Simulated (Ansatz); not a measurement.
Nudged elastic band of TaH3Cl3OF (part 2 of 2)

The same run, continued: TaH3Cl3OF; RHF/def2-SVP (Ansatz 0.2.0). The run did not end well. It belongs to a series of runs on one base structure; here: band between the two ends.

Geometry of the input (Å):
```
Ta -0.1832  0.4124  0.0066
O  1.6638  0.3154  -0.0807
H  2.3815  0.1571  0.5184
F  -0.0528  0.0791  1.8606
Cl -0.3563  0.8230  -2.3020
Cl -1.1624  2.4469  0.5184
Cl -1.4250  -1.5348  -0.1728
H  1.7459  -3.3403  -0.7955
H  2.3293  -2.9351  -1.0264
```

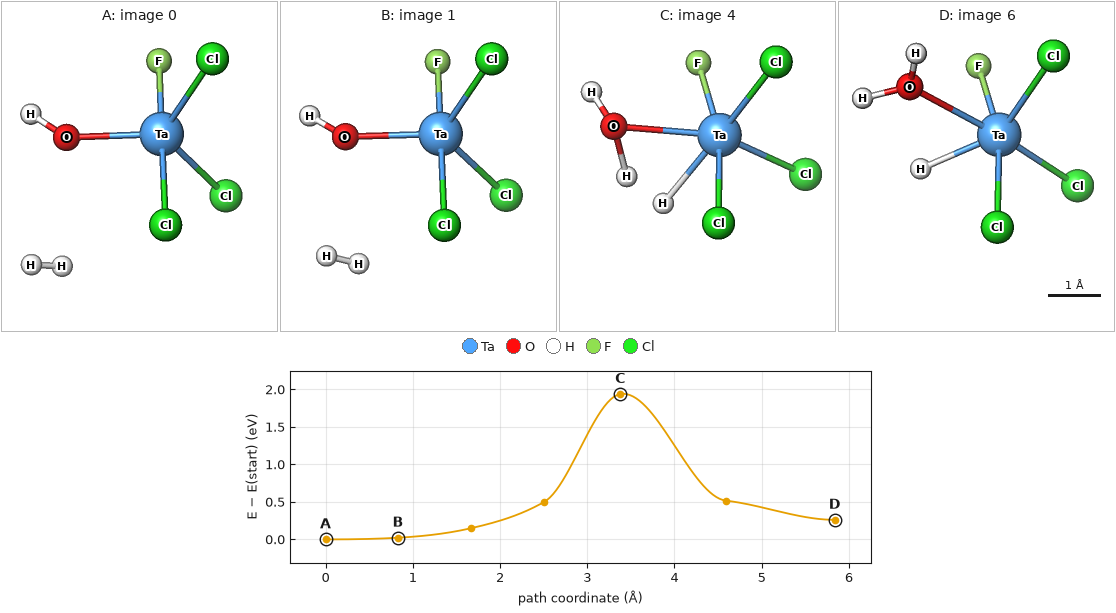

Fig. 1: Images of the last band (counted from 0; ball-and-stick, seen at a tilt) above the energy along the path; the line is a cubic interpolation that uses the forces. The highest image is number 4, 1.939 eV above the start and 1.678 eV above the end (the climbing image); the end lies 0.261 eV above the start. The path is 5.84 Å long. The band had not converged after 60 iterations.

```
Unfinished report: {"positions_ang":[[-0.0022305617824998655,-0.21039061274769288,-0.14534709948466176],[2.0689171670729904,-0.08060823590390533,-0.18276559829316294],[2.5087392770690324,-0.17310800860183617,0.6563012911588998],[0.41557555923583767,-0.44266806469301606,1.680447339388477],[0.015367759062334252,0.14810262856595183,-2.4583887239560576],[-0.9149901186480028,1.8862059418152994,0.2179631071436103],[-1.802503654976465,-1.646414410299519,0.039643008965404306],[0.940902680525057,-1.837853614852704,-0.7180567777168697],[1.7109228924417157,-1.219663613282578,-0.5629955472056409]],"unchecked":["starts","cluster_reference","orbital_swaps","neighbouring_geometries","increment"],"mean_field":{"relativity":"none","state":{"energy":{"ev":-43825.1836270942,"hartree":-1610.545792519325},"converged":true,"gradient_ev":0.000013713132548740718,"stability":{"kind":"minimum","curvature_ev":26.84366865915721},"curvature_floor_ev":0.00030000000000000003,"spin_squared":-4.263256414560601e-14},"others":[],"fillings":{"estimated":0,"unestimated":0,"tried":0,"untried":0,"excluded_magnetic_sites":0},"n_dropped_functions":0,"n_trapped_functions":0,"passes":{"evaluations":5,"products":36},"factors":{"origin":"Cholesky decomposition","count":1306,"bound_ev":0.001186570488326957},"gradient_stop_ev":0.00009,"reference_kind":"stationary","symmetry":{"irreps":["A"],"axes":[[0.9999923693173647,0.0036823053069186926,-0.0013045821821162946],[-0.0036880919351881783,0.9999832471047803,-0.004461332497989038],[0.001288132338254418,0.004466109874001269,0.9999891972304864]],"occupied":[{"A":42},{"A":42}]},"held":{"pivots":1306,"left_out":0,"joined":0},"density_repulsion":{"missed_ev":0.000015540202934224696,"excess_ev":3.0949910183940616e-8,"most_excess_ev":0.0002268,"are_drawn_again":false,"n_first_factors":1306,"energy_change_ev":0.0,"n_dropped_ends":0}},"factors":{"origin":"Cholesky decomposition","count":1306,"bound_ev":0.001186570488326957},"n_frozen":0,"n_occupied":[42,42],"n_virtual":[87,87],"reference":{"ev":-43825.1836270942,"hartree":-1610.545792519325},"total":{"ev":-43825.1836270942,"hartree":-1610.545792519325},"forces_ev_per_angstrom":[[0.041902408755438686,0.10308999866296581,0.01695971168259413],[-0.08357836656532686,0.1432604572129485,-0.0857627534958941],[0.02567741013235094,0.14313146323111628,-0.03627307286354296],[0.024415079317830428,-0.1330018356644314,-0.031017685015286026],[0.028191498818155337,-0.050478792487740766,-0.00875246208164902],[-0.008936781825864217,0.06727848294482117,0.1139402488464051],[0.05165002494406716,0.07824817442828441,-0.12283145690750906],[0.13442220556221043,-0.13433627401317724,0.10001157792727029],[-0.21374347913723094,-0.21719167431917552,0.053725891905808794]],"charge_distribution":{"dipole_moment_e_ang":[0.4813250563813632,-0.19242001478967916,0.20218722271395428],"mulliken_charges_e":[1.6869112604147567,-0.5464196997487232,0.25595534567533096,-0.48520509578914606,-0.36038280720871185,-0.3089140585434258,-0.294912921942462,-0.24968056919253767,0.3026485463348564],"lowdin_charges_e":[-1.042655433440789,0.14673675906079797,0.010918508257260151,-0.05093208126780269,0.275230249230912,0.308188171363561,0.32489949352898506,-0.04230832464798051,0.06992265791503549]},"n_threads":2,"memory_gib":2.556818182580173,"seconds":{"hamiltonian":3.033978921,"orbitals":0.0,"second_order":0.0,"solver_start":0.0,"cycles":0.0,"cycle":0.0,"perturbative":0.0,"full_ci_increment":0.0,"forces":0.0}}
this run last wrote the band of iteration 60 to [file]
Error: NEB band did not converge after 60 iterations: max|band force component| = 1.18e0 eV/Å (threshold 3.0e-2); raise `neb.max_iterations` in a new run, which can start from the last band evaluated (`neb.initial_path`, with `crystal.atoms` and `neb.final_atoms` set to its first and last images), add images, or start from endpoints closer to local minima. Where this run's directory can be resumed (`checkpoint.write`), a resume goes on for up to `neb.max_iterations` more; to start a new run from the last band, take its images' positions from the `neb_iteration` event of iteration 60 (`data.images[].positions_ang`), in the event stream of the run that computed that iteration (not this run's, if it was resumed behind it). With `checkpoint.write`, `steps/00-neb/state/checkpoint.json` in the run directory holds the last saved band, under `neb.evaluated.images[].positions_ang` (a band under a hybrid functional on support functions is neither saved nor resumed: `neb.initial_path` says where its path is): check the last entry of `neb.iterations` there, which is earlier than 60 if that iteration was not saved or its write failed. If the band's step has no `state` directory and holds `state.next`, a write was cut short, and the file is under `state.next` instead (behind a loss of power it can be under `state.prev`)
this run wrote the band of iteration 60 to [file] as well, whether or not its events were kept: a new run's `neb.initial_path` can list its `images[].positions_ang`
a run's events are kept only if it was started with --events-out <file>, and are in that file
```

### The last band as extended XYZ (Å, eV, eV/Å)
```
9
Properties=species:S:1:pos:R:3:forces:R:3 image=0 energy=-43827.12262
Ta   -0.1832    0.4124    0.0066    0.0239  -0.0069   0.0205
O     1.6638    0.3154   -0.0807   -0.0115   0.0074  -0.0111
H     2.3815    0.1571    0.5184   -0.0052  -0.0001  -0.0023
F    -0.0528    0.0791    1.8606   -0.0109  -0.0005  -0.0083
Cl   -0.3563    0.8230   -2.3020    0.0003  -0.0013   0.0046
Cl   -1.1624    2.4469    0.5184    0.0029  -0.0002  -0.0024
Cl   -1.4250   -1.5348   -0.1728    0.0003   0.0016  -0.0022
H     1.7459   -3.3403   -0.7955    0.0003   0.0023   0.0016
H     2.3293   -2.9351   -1.0264   -0.0001  -0.0023  -0.0005
9
Properties=species:S:1:pos:R:3:forces:R:3 image=1 energy=-43827.10012
Ta   -0.1106    0.2915    0.0070   -0.0864   0.0138  -0.0069
O     1.7375    0.2217   -0.0366    0.1827  -0.0293   0.1109
H     2.4458    0.0381    0.5706   -0.1248   0.0620  -0.0971
F    -0.0152    0.0373    1.8750   -0.0023   0.0011   0.0088
Cl   -0.2296    0.5635   -2.3261   -0.0091   0.0084  -0.0007
Cl   -1.1110    2.3409    0.3872    0.0086   0.0124   0.0081
Cl   -1.3721   -1.6522   -0.0920   -0.0107   0.0121  -0.0008
H     1.4891   -2.9108   -0.8771    0.0266  -0.0481  -0.0044
H     2.1068   -2.5063   -0.9812    0.0155  -0.0324  -0.0179
9
Properties=species:S:1:pos:R:3:forces:R:3 image=2 energy=-43826.97460
Ta   -0.0310    0.1700    0.0222    0.1926   0.0382   0.0579
O     1.8332    0.2009    0.0475   -0.8710   0.2319  -0.5718
H     2.5203   -0.0380    0.6344    0.5880  -0.1255   0.5544
F     0.0527   -0.0465    1.8964   -0.0316   0.0233  -0.0097
Cl   -0.0693    0.2651   -2.3287   -0.0197   0.0345   0.0321
Cl   -1.0649    2.2080    0.2599    0.0029   0.0605   0.0479
Cl   -1.3974   -1.7137    0.0217   -0.0070   0.0450  -0.0214
H     1.2438   -2.5237   -1.0219    0.0805  -0.1666  -0.0280
H     1.8534   -2.0985   -1.0048    0.0653  -0.1413  -0.0614
9
Properties=species:S:1:pos:R:3:forces:R:3 image=3 energy=-43826.62128
Ta    0.0579    0.0046   -0.0627    0.0461   0.2186   0.0529
O     1.9364    0.1976   -0.0232   -0.1409   0.3401   0.0796
H     2.5338   -0.0917    0.6566   -0.0084   0.2247  -0.0422
F     0.2673   -0.2830    1.7947   -0.0505  -0.1024   0.0224
Cl    0.0032    0.1533   -2.4105   -0.0082  -0.0131   0.0209
Cl   -1.0204    1.9941    0.2222    0.0149   0.1490   0.1344
Cl   -1.5348   -1.7147    0.0316    0.1012   0.0680  -0.1259
H     1.0494   -2.1369   -0.8810    0.1113  -0.3632  -0.0109
H     1.6479   -1.6996   -0.8009   -0.0654  -0.5218  -0.1313
9
Properties=species:S:1:pos:R:3:forces:R:3 image=4 energy=-43825.18363
Ta   -0.0022   -0.2104   -0.1453    0.0419   0.1031   0.0170
O     2.0689   -0.0806   -0.1828   -0.0836   0.1433  -0.0858
H     2.5087   -0.1731    0.6563    0.0257   0.1431  -0.0363
F     0.4156   -0.4427    1.6804    0.0244  -0.1330  -0.0310
Cl    0.0154    0.1481   -2.4584    0.0282  -0.0505  -0.0088
Cl   -0.9150    1.8862    0.2180   -0.0089   0.0673   0.1139
Cl   -1.8025   -1.6464    0.0396    0.0517   0.0782  -0.1228
H     0.9409   -1.8379   -0.7181    0.1344  -0.1343   0.1000
H     1.7109   -1.2197   -0.5630   -0.2137  -0.2172   0.0537
9
Properties=species:S:1:pos:R:3:forces:R:3 image=5 energy=-43826.60625
Ta   -0.2266   -0.4050   -0.1623   -0.0441  -0.0502   0.0304
O     2.0773   -0.1251   -0.1912   -0.4147  -0.3777  -1.1825
H     2.4887   -0.0018    0.6384    0.4310   0.2310   0.9717
F     0.2934   -0.6881    1.6284   -0.0329  -0.1555  -0.0416
Cl   -0.1201   -0.0161   -2.4757   -0.0223  -0.1178  -0.0158
Cl   -0.3913    1.9374    0.2563    0.1786  -0.0475   0.0397
Cl   -2.2344   -1.4726   -0.0003   -0.1357   0.1058  -0.0177
H     0.6007   -1.8973   -0.5748   -0.0118  -0.0271   0.0607
H     2.4530   -0.9078   -0.5920    0.0519   0.4390   0.1550
9
Properties=species:S:1:pos:R:3:forces:R:3 image=6 energy=-43826.86157
Ta   -0.2437   -0.5013   -0.1324   -0.0007   0.0034  -0.0035
O     2.0360   -0.2447   -0.0976    0.0002   0.0005   0.0007
H     2.4616    0.5818    0.0987   -0.0009   0.0006  -0.0004
F     0.0053   -1.1133    1.6255   -0.0003  -0.0010   0.0026
Cl   -0.1715   -0.1156   -2.4583    0.0005  -0.0003   0.0025
Cl    0.0833    1.7816    0.4698    0.0002  -0.0003   0.0001
Cl   -2.4681   -1.0732   -0.1080   -0.0005   0.0001  -0.0005
H     0.5672   -1.9765   -0.5582    0.0011  -0.0024   0.0001
H     2.6707   -0.9152   -0.3127    0.0004  -0.0006  -0.0016
```

### What the run reported

| quantity | value |
| --- | --- |
| outcome | not converged |
| barrier, forward (band not converged) | 1.939 eV |
| barrier, backward | 1.678 eV |
| hardware | 2 threads of AMD EPYC (Zen 3), 32 GiB of memory available, shared host |
| wall time | 16 min (CPU time 31 min) |
| peak memory | 0.36 GiB |

### Diagnosis

The run did not converge: “NEB band did not converge after 60 iterations: max|band force component| = 1.18e0 eV/Å (threshold 3.0e-2); raise `neb.max_iterations` in a new run, which can start from the last band evaluated (`neb.initial_path`, with `crystal.atoms` and `neb.final_atoms` set to its first and last images), add images, or start from endpoints closer to local minima …” Its last values are not results.
